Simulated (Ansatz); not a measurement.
# Sb chain started as a strip of triangles: period, moment and channels by functional, part 2 of 4

Wanted: the relaxed geometry and the open channels of the Sb chain started as a strip of triangles, by several methods.

Ansatz 0.2.0; DFT PBE, plane waves, PAW; relaxation of a chain's period (the session's first sound run).

So far. Step 2 (The relaxed wire, level PBE, cutoff 420 eV): The cell's length comes to 2.968 Å with no moment.

## Step 3: The wire at its relaxed period, level PBE, k-mesh 1×1×27

This step: DFT PBE, plane waves, PAW; channels and complex bands of a perfect chain (Ansatz 0.2.0).

At the relaxed period the Bloch states of the perfect chain are found at each energy: those that move forward count the open channels, and those that decay describe how a disturbance dies away inside the wire itself. An energy step of 0.035 eV is under the 0.039 eV that the program asks for its thermal average at 300 K.

Input file input.yaml:

```yaml
crystal:
  lattice:
    - [9.0, 0.0, 0.0]
    - [0.0, 7.5, 0.0]
    - [0.0, 0.0, 2.9678109865]
  atoms:
    - { symbol: Sb, position: [0.354416837, 0.5, 0.0] }
    - { symbol: Sb, position: [0.645583163, 0.5, 0.5] }
kpoints:
  mp_grid: { grid: [1, 1, 27] }
  band_path: { path: ["Γ", Z], npoints: 60 }
scf:
  occupations: { method: fermi_dirac, width: 0.05 }
hamiltonian:
  xc: pbe
output:
  transmission:
    e_range: [-2, 2]
    de: 0.035
    kmesh: [1, 1]
    reduced_basis: true
    leads: [[0, 0]]
  dos: { projected: true, e_range: [-6, 4] }
  write_potential: true
  write_density: true
  volumetric_format: npy
  elf: true
```

Run with:

```
> ansatz run input.yaml --threads 4 --pin off --max-ram 8192MiB --backend cpu --events-out ev --progress --plain --runs-dir out
```

Numbers of over 12 decimals in the logs are rounded to 6 here.

The program printed:

```text
[...]
Crystal: 2 atoms, lattice volume = 200.327 Å³
Basis set: ecut = 420 eV, 3871 PW (Γ)
Bands: 19, of which v1, the nominal top of the filled ones, is band 15 counted from 1 (14 counted from 0)
Symmetry: 8 space group operations
[...]
k-points: 14 of 27
[...]
SCF iter   1: F=—  HF=-12967.391508 eV  |F-HF|=—  |Δ(HF+E_count)|=         —  Δρ=2.92e-3  dr2=4.59e-2  ethr=1.77e-3  ⟨swp⟩=6.7  Hψ=1447  notcnv=0
[...]
SCF iter   7: F=-12967.382126 eV  HF=-12967.382126 eV  |F-HF|=6.01e-9  |Δ(HF+E_count)|=   1.48e-7  Δρ=3.51e-6  dr2=1.94e-8  ethr=3.33e-10  ⟨swp⟩=5.8  Hψ=915  notcnv=0
SCF 1 converged in 7 iterations: F = -12967.382126 eV  dr2 = 1.94e-8
[...]
NSCF: frozen V_eff on 61 k-points
transmission: 4 of 24 steps passed
transmission: 8 of 24 steps passed
[...]
transmission: 24 of 24 steps passed
WARN: The output density's exchange-correlation potential varies sharply where the density is thin. Do not read a vacuum level from v_tot or v_xc, or from such a field of the output density. On a cell that repeats whose density bears no net charge and no dipole along the vacuum's axis use v_es (v_loc + v_h of the components); under efield.dipole_correction with no amplitude use v_es + v_field, which holds any externa [...]
SCF converged after 7 iterations
Free energy (F): -12967.382126 eV
[...]
Internal energy: -12967.360608 eV  (E = F + TS)
E sigma→0 (E₀):  -12967.371367 eV
Entropy (-TS):   -0.021517 eV (-10.759 meV/atom)
Fermi energy:    -0.109841 eV
[...]
--- Band table (eV; the first three rows and the last of 14) ---
  k-point 0: bands = [... 11 lower, -9.1729, -3.3664, -2.7394, -0.7792, 1.7349, 2.8634, 4.0148, 4.6588]
  k-point 1: bands = [... 11 lower, -9.1505, -3.3418, -2.7154, -0.7568, 1.7500, 2.8863, 4.0376, 4.6812]
  k-point 2: bands = [... 11 lower, -9.0831, -3.2680, -2.6435, -0.6900, 1.7908, 2.9549, 3.9983, 4.1056]
  k-point 13: bands = [... 11 lower, -7.2567, -4.1704, -3.7247, 0.6314, 0.7368, 0.9109, 1.2374, 5.5053]
--- Transmission ---
  basis      : 595 plane waves across, 4 finite elements along
  points     : 1, standing for a mesh of 1 x 1
  filling    : by the input's occupations and mesh, since the crystals that have channels conduct as metals do. If one of these is a semiconductor, that mesh has misplaced its level
  energies   : 115 from -2.000000 to 1.990000 eV about the Fermi level, 0.035000 eV apart; the leads are filled to 0.000000 eV, and channels, transmission and decay are at -0.005000 eV
  crystal 0  : Sb2, at the sites [0, 0], period 2.9678 Å: whole cells are its period
    offset         : up to 0.0000 Å between an atom of the period and one for which it stands
    filled         : 42.5 meV under the level at which it is neutral
    channels       : 5.000000e0 a spin
    conductance    : 5.7393e14 S/m² at 300 K; may be off by some 0.0 % by where its bands' edges are placed, 0.0 % from the distance to neutral
```

It took 27 s on 4 threads of Arm Neoverse V1, shared host; peak memory 0.66 GiB; 94 s of CPU time.

Numbers from this step:

| Quantity | Value |
| --- | --- |
| energy at zero smearing | -12967.3714 eV |
| channels at the energy nearest the Fermi level, one spin | 5 |
| conductance of the lead as this run defines it | 5.000 G₀ |
| band gap | 0 eV |

Open channels of the lead, one spin against energy, zero at the Fermi level:

```csv
energy (eV),"open channels of the lead, one spin"
-2.0000,4
-1.7550,4
-1.5100,2
-1.2650,2
-0.9850,2
-0.7400,2
-0.4950,3
-0.2500,5
-0.0050,5
0.2400,5
0.4850,5
0.7650,5
1.0100,5
1.2550,3
1.5000,3
1.7450,3
```

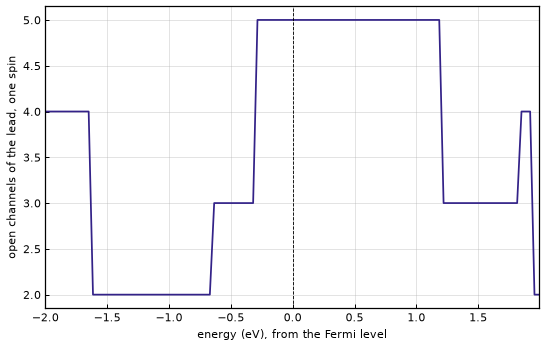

Open channels of the lead, one spin, plotted against energy.

The slowest values at each energy, most degenerate partners merged, listed up to 1.5 1/Å. Table of Im kz of the slowest decaying states by energy, zero at the Fermi level:

```csv
energy (eV),decay 1 (Å⁻¹),decay 2 (Å⁻¹),decay 3 (Å⁻¹),decay 4 (Å⁻¹)
-2.000,0.585,1.01,1.16,1.27
-1.510,0.0532,0.470,0.949,1.10
-0.985,0.0880,0.291,0.880,1.03
-0.495,0.0588,0.809,0.965,1.10
-0.005,0.729,0.895,1.04,1.14
0.485,0.635,0.818,0.979,1.08
1.010,0.510,0.726,0.906,1.01
1.500,0.149,0.341,0.629,0.832
```

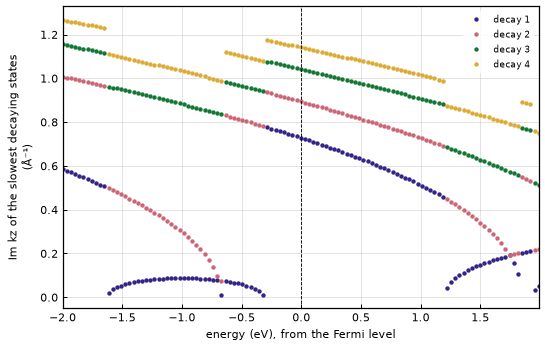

Im kz of the slowest decaying states against energy.

Electronic bands along the path, in eV, zero at the Fermi level:

```csv
point,band 12,band 13,band 14,band 15,band 16,band 17,band 18,band 19
Γ,-9.06,-3.26,-2.63,-0.67,1.84,2.97,4.12,4.77
Z,-7.37,-3.86,-3.86,0.89,0.89,1.10,1.10,5.73
```

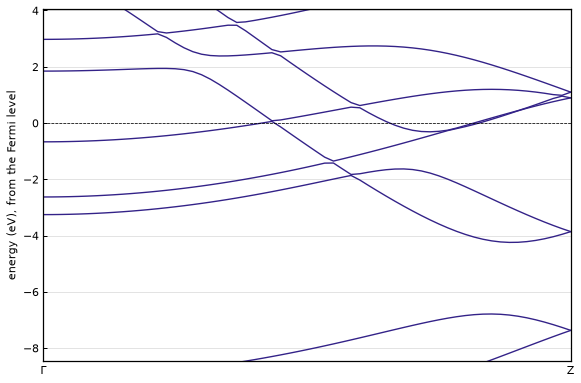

Electronic bands along the path.

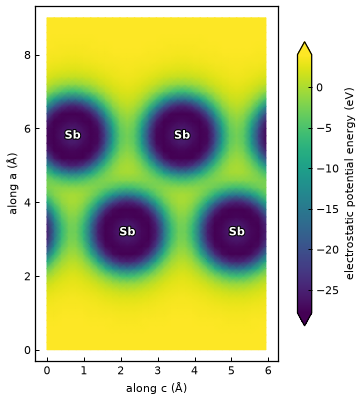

Electrostatic potential energy in the ca plane at fractional y = 0.500, with atoms of Sb within 0.2 Å of it. With pseudopotentials it is smooth inside the atoms' cores, unlike the true potential. The map starts off the cell's origin, so that atoms lie inside it.

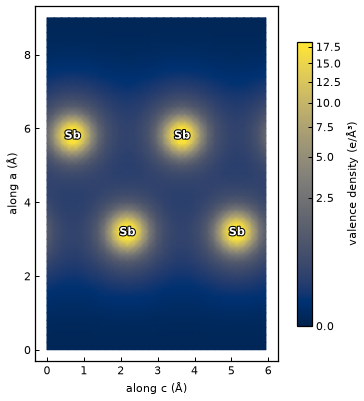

Valence density in the ca plane at fractional y = 0.500, with atoms of Sb within 0.2 Å of it. It is the smooth field of the valence electrons, not physical close to the nuclei. The map starts off the cell's origin, so that atoms lie inside it. The colour scale is stretched toward low values.

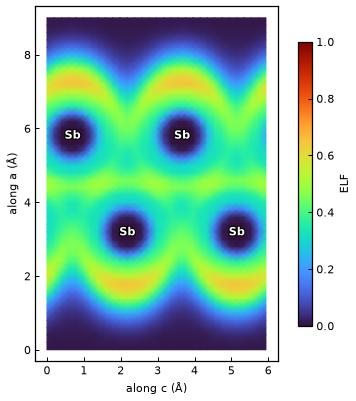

ELF in the ca plane at fractional y = 0.500, with atoms of Sb within 0.2 Å of it. It is the smooth field of the valence electrons, not physical close to the nuclei. The map starts off the cell's origin, so that atoms lie inside it.

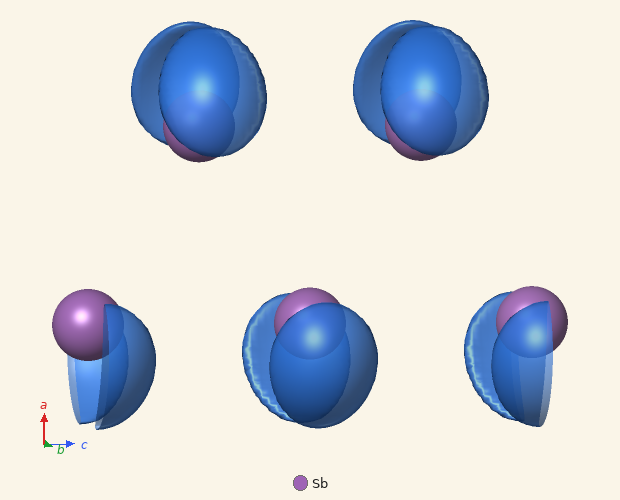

Surface of ELF = 0.68. 1×1×2 cells are drawn.

By hand: the program gives 5.7393 × 10^14 S/m² over the cell's cross-section of 67.50 Å² = 6.750 × 10^-19 m², so one cell conducts 3.874 × 10^-4 S. Divided by G0 = 2e²/h = 7.748 × 10^-5 S this is 5.00 G0, a resistance of 2.58 kΩ.

At the computed energy nearest the Fermi level there are 5 channels a spin, and the thermal average gives 5.00 G₀.

## Step 4: The relaxed wire

This step: DFT PBEsol, plane waves, PAW; relaxation of a chain's period (Ansatz 0.2.0).

The relaxation is repeated under another functional. PBEsol weakens PBE's gradient terms and usually lands between LDA and PBE.

Input file input.yaml:

```yaml
crystal:
  lattice:
    - [9.0, 0.0, 0.0]
    - [0.0, 7.5, 0.0]
    - [0.0, 0.0, 2.72023]
  atoms:
    - { symbol: Sb, position: [0.370884444, 0.5, 0.0], spin: 0.3 }
    - { symbol: Sb, position: [0.629115556, 0.5, 0.5], spin: 0.3 }
magnetization:
  spin_polarized: true
kpoints:
  mp_grid: { grid: [1, 1, 30] }
scf:
  occupations: { method: fermi_dirac, width: 0.05 }
hamiltonian:
  xc: pbesol
relax:
  cell: { fix: [a, b, alpha, beta, gamma] }
  max_steps: 60
```

The program printed:

```text
[...]
Crystal: 2 atoms, lattice volume = 183.616 Å³
Basis set: ecut = 420 eV, 3635 PW (Γ), exchange–correlation on 128×108×40 points (8 copies of the dense FFT grid, shifted against one another)
Bands: 20, of which v1, the nominal top of the filled ones, is band 15 counted from 1 (14 counted from 0)
Symmetry: 8 space group operations
[...]
0.000000       0.354824       0.000000
        0.000000       0.000000      -0.012403
  P = ⅓ Tr σ = -0.0212 GPa (-0.212 kbar)
--- Relaxed structure (8 steps of the walk, 7 accepted, 1 SCFs on fresh bases) ---
[...]
cell:  # Å, volume = 198.0502 Å³
    - [9.0, 0.0, 0.0]
    - [0.0, 7.5, 0.0]
    - [0.0, 0.0, 2.934077]
  atoms:
    - { symbol: Sb, position: [0.356344, 0.5, 0.0] }
    - { symbol: Sb, position: [0.643656, 0.5, 0.5] }
[key lines of the parts left out:]
SCF converged after 5 iterations
Magnetization: -0.0000 μB (15.0000 up, 15.0000 down)
Free energy (F): -12814.310967 eV
Fermi energy:    -0.116087 eV
```

Elapsed: 19 s, on 4 threads; peak memory 0.51 GiB; 72 s of CPU time.

The steps of the relaxation:

```csv
step,energy less that of the first step (eV),largest force component (eV/Å),pressure (GPa),volume (Å³)
1,0.0000,3.0047,5.23,183.62
2,-0.6281,0.1511,0.67,189.35
3,-0.6617,0.0703,0.27,192.23
4,-0.6775,0.1594,0.13,194.61
5,-0.6594,0.0899,-0.04,203.56
6,-0.6954,0.0772,-0.05,198.86
7,-0.6963,0.0590,-0.01,197.66
8,-0.6967,0.0059,-0.02,198.05
9*,-0.6975,0.0062,-0.02,198.05
```

Relaxation steps marked * repeat the geometry before them on a plane-wave basis chosen anew for their cell, so energy and pressure can jump there. Relaxation step 5 was tried and not accepted.

The run keeps the 8 symmetry operations that it works with, so distortions that break them were not tested.

```csv
cell as run,before,after,change
c (Å),2.720,2.934,+7.9 %
```

The atoms that moved most (Å, along periodic axes as changes of fractional coordinates times the final cell, across vacuum about the mean position):

```csv
atom,dx,dy,dz,length
Sb1,-0.131,0.000,0.000,0.131
Sb2,0.131,0.000,0.000,0.131
```

Final coordinates:

```
Sb
1.0
     9.00000    0.00000    0.00000
     0.00000    7.50000    0.00000
     0.00000    0.00000    2.93408
Sb
2
Direct
  0.35634 0.50000 0.00000
  0.64366 0.50000 0.50000
```

The cell's length comes to 2.934 Å, -1.1 % against the first run, with no moment.

The cell grew by 7.9 % in its periodic edges. First to last step the energy falls by 0.698 eV, across changes of basis; the largest move, 0.13 Å, is that of Sb1 and 1 other atom alike.

## Step 5: Bands of the perfect wire, level PBEsol, k-mesh 1×1×28

This step: DFT PBEsol, plane waves, PAW; channels and complex bands of a perfect chain (Ansatz 0.2.0).

The channels are counted again under PBEsol, at the period that it gave.

Input file input.yaml:

```yaml
crystal:
  lattice:
    - [9.0, 0.0, 0.0]
    - [0.0, 7.5, 0.0]
    - [0.0, 0.0, 2.9340765972]
  atoms:
    - { symbol: Sb, position: [0.356344304, 0.5, 0.0] }
    - { symbol: Sb, position: [0.643655696, 0.5, 0.5] }
kpoints:
  mp_grid: { grid: [1, 1, 28] }
  band_path: { path: ["Γ", Z], npoints: 60 }
scf:
  occupations: { method: fermi_dirac, width: 0.05 }
hamiltonian:
  xc: pbesol
output:
  transmission:
    e_range: [-2, 2]
    de: 0.035
    kmesh: [1, 1]
    reduced_basis: true
    leads: [[0, 0]]
  dos: { projected: true, e_range: [-6, 4] }
```

The program printed:

```text
[...]
Crystal: 2 atoms, lattice volume = 198.050 Å³
Basis set: ecut = 420 eV, 3847 PW (Γ)
Bands: 19, of which v1, the nominal top of the filled ones, is band 15 counted from 1 (14 counted from 0)
Symmetry: 8 space group operations
[...]
k-points: 15 of 28
[...]
k-point 14: bands = [... 11 lower, -7.5829, -4.1172, -4.1172, 0.7843, 0.7843, 0.9745, 0.9745, 5.6072]
--- Transmission ---
  basis      : 595 plane waves across, 4 finite elements along
  points     : 1, standing for a mesh of 1 x 1
[...]
crystal 0  : Sb2, at the sites [0, 0], period 2.9341 Å: whole cells are its period
[...]
filled         : 47.2 meV over the level at which it is neutral
    channels       : 5.000000e0 a spin
[...]
[key lines of the parts left out:]
SCF converged after 7 iterations
Free energy (F): -12814.297324 eV
Fermi energy:    -0.058360 eV
```

Run time: 25 s. Hardware: 4 threads; peak memory 0.65 GiB; 91 s of CPU time.

The open channels of the lead, one spin by energy, zero at the Fermi level:

```csv
energy (eV),"open channels of the lead, one spin"
-2.000,4
-1.510,2
-0.985,2
-0.495,3
-0.005,5
0.485,5
1.010,5
1.500,3
```

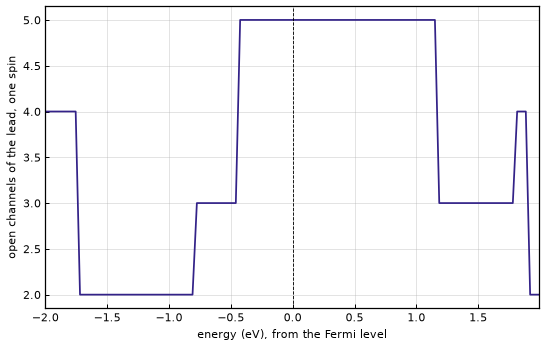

Open channels of the lead, one spin, plotted against energy.

At the computed energy nearest the Fermi level there are 5 channels a spin, and the thermal average gives 5.00 G₀.

## Step 6: Relaxing the period

This step: DFT RPBE, plane waves, PAW; relaxation of a chain's period (Ansatz 0.2.0).

The relaxation is repeated under another functional. RPBE strengthens the exchange enhancement and tends to longer, weaker bonds than PBE.

Input file input.yaml:

```yaml
crystal:
  lattice:
    - [9.0, 0.0, 0.0]
    - [0.0, 7.5, 0.0]
    - [0.0, 0.0, 2.72023]
  atoms:
    - { symbol: Sb, position: [0.370884444, 0.5, 0.0], spin: 0.3 }
    - { symbol: Sb, position: [0.629115556, 0.5, 0.5], spin: 0.3 }
magnetization:
  spin_polarized: true
kpoints:
  mp_grid: { grid: [1, 1, 30] }
scf:
  occupations: { method: fermi_dirac, width: 0.05 }
hamiltonian:
  xc: rpbe
relax:
  cell: { fix: [a, b, alpha, beta, gamma] }
  max_steps: 60
```

The program printed:

```text
[...]
Crystal: 2 atoms, lattice volume = 183.616 Å³
Basis set: ecut = 420 eV, 3635 PW (Γ), exchange–correlation on 128×108×40 points (8 copies of the dense FFT grid, shifted against one another)
Bands: 20, of which v1, the nominal top of the filled ones, is band 15 counted from 1 (14 counted from 0)
Symmetry: 8 space group operations
[...]
0.000000       0.384563       0.000000
        0.000000       0.000000       0.037188
  P = ⅓ Tr σ = 0.0039 GPa (0.039 kbar)
--- Relaxed structure (8 steps of the walk, 8 accepted, 1 SCFs on fresh bases) ---
[...]
cell:  # Å, volume = 201.7702 Å³
    - [9.0, 0.0, 0.0]
    - [0.0, 7.5, 0.0]
    - [0.0, 0.0, 2.989188]
  atoms:
    - { symbol: Sb, position: [0.353536, 0.5, 0.0] }
    - { symbol: Sb, position: [0.646464, 0.5, 0.5] }
[key lines of the parts left out:]
SCF converged after 6 iterations
Magnetization: 0.0000 μB (15.0000 up, 15.0000 down)
Free energy (F): -12985.051915 eV
Fermi energy:    -0.053693 eV
```

Run time: 19 s. Hardware: 4 threads; peak memory 0.51 GiB.

Relaxation path:

```csv
step,energy less that of the first step (eV),largest force component (eV/Å),pressure (GPa),volume (Å³)
1,0.0000,3.5000,6.27,183.62
2,-0.8532,0.1684,1.55,189.26
3,-0.9389,0.0737,0.66,193.81
4,-0.9681,0.1506,0.20,197.28
5,-0.9904,0.1734,-0.30,203.02
6,-0.9940,0.1033,-0.13,202.09
7,-0.9950,0.0258,-0.02,202.12
8,-0.9952,0.0019,0.00,201.77
9*,-0.9965,0.0020,0.00,201.77
```

Relaxation steps marked * repeat the geometry before them on a plane-wave basis chosen anew for their cell, so energy and pressure can jump there.

The run keeps the 8 symmetry operations that it works with, so distortions that break them were not tested.

```csv
cell as run,before,after,change
c (Å),2.720,2.989,+9.9 %
```

The atoms that moved most (Å, along periodic axes as changes of fractional coordinates times the final cell, across vacuum about the mean position):

```csv
atom,dx,dy,dz,length
Sb1,-0.156,0.000,0.000,0.156
Sb2,0.156,0.000,0.000,0.156
```

Final coordinates:

```xyz
2
Lattice="9.0000 0.0000 0.0000 0.0000 7.5000 0.0000 0.0000 0.0000 2.9892" Properties=species:S:1:pos:R:3
Sb    3.1818    3.7500    0.0000
Sb    5.8182    3.7500    1.4946
```

The cell's length comes to 2.989 Å, +0.7 % against the first run, with no moment.

The cell grew by 9.9 % in its periodic edges. From the first step to the last the energy fell by 0.997 eV, across changes of basis, and the largest move was 0.16 Å (Sb1 and 1 other atom alike).

## Step 7: Bands of the perfect wire, level RPBE, k-mesh 1×1×27

This step: DFT RPBE, plane waves, PAW; channels and complex bands of a perfect chain (Ansatz 0.2.0).

The channels are counted again under RPBE, at the period that it gave.

Input file input.yaml:

```yaml
crystal:
  lattice:
    - [9.0, 0.0, 0.0]
    - [0.0, 7.5, 0.0]
    - [0.0, 0.0, 2.9891882496]
  atoms:
    - { symbol: Sb, position: [0.353536059, 0.5, 0.0] }
    - { symbol: Sb, position: [0.646463941, 0.5, 0.5] }
kpoints:
  mp_grid: { grid: [1, 1, 27] }
  band_path: { path: ["Γ", Z], npoints: 60 }
scf:
  occupations: { method: fermi_dirac, width: 0.05 }
hamiltonian:
  xc: rpbe
output:
  transmission:
    e_range: [-2, 2]
    de: 0.035
    kmesh: [1, 1]
    reduced_basis: true
    leads: [[0, 0]]
  dos: { projected: true, e_range: [-6, 4] }
```

The program printed:

```text
[...]
Crystal: 2 atoms, lattice volume = 201.770 Å³
Basis set: ecut = 420 eV, 3899 PW (Γ)
Bands: 19, of which v1, the nominal top of the filled ones, is band 15 counted from 1 (14 counted from 0)
Symmetry: 8 space group operations
[...]
k-points: 14 of 27
[...]
k-point 13: bands = [... 11 lower, -7.1902, -4.0616, -3.6366, 0.6659, 0.7737, 0.9352, 1.2635, 5.5571]
--- Transmission ---
  basis      : 595 plane waves across, 4 finite elements along
  points     : 1, standing for a mesh of 1 x 1
[...]
crystal 0  : Sb2, at the sites [0, 0], period 2.9892 Å: whole cells are its period
[...]
filled         : 42.7 meV under the level at which it is neutral
    channels       : 5.000000e0 a spin
[...]
[key lines of the parts left out:]
SCF converged after 7 iterations
Free energy (F): -12985.040619 eV
Fermi energy:    -0.059167 eV
```

Run time: 27 s. Hardware: 4 threads; peak memory 0.67 GiB.

Table of open channels of the lead, one spin by energy, zero at the Fermi level:

```csv
energy (eV),"open channels of the lead, one spin"
-2.000,4
-1.510,2
-0.985,2
-0.495,3
-0.005,5
0.485,5
1.010,5
1.500,3
```

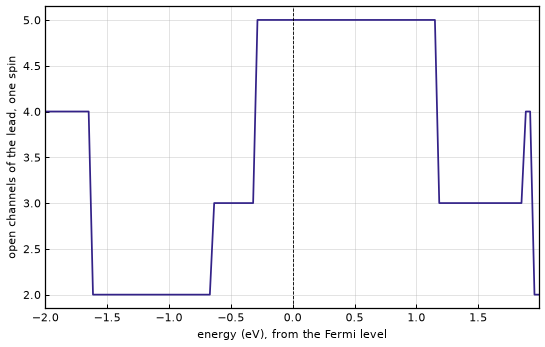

Open channels of the lead, one spin, plotted against energy.

At the computed energy nearest the Fermi level there are 5 channels a spin, and the thermal average gives 5.00 G₀.

(Continued in part 3 of 4.)

[Logs are printed without paths, hosts, clocks, repeated set-up lines and the standing remarks that a program may print on its own settings, such as how far it seeks lower states.]

[Hosts, paths, dates, database ids (printed as entryN), source tags and the programs' standing remarks are cut or masked in the printed files.]
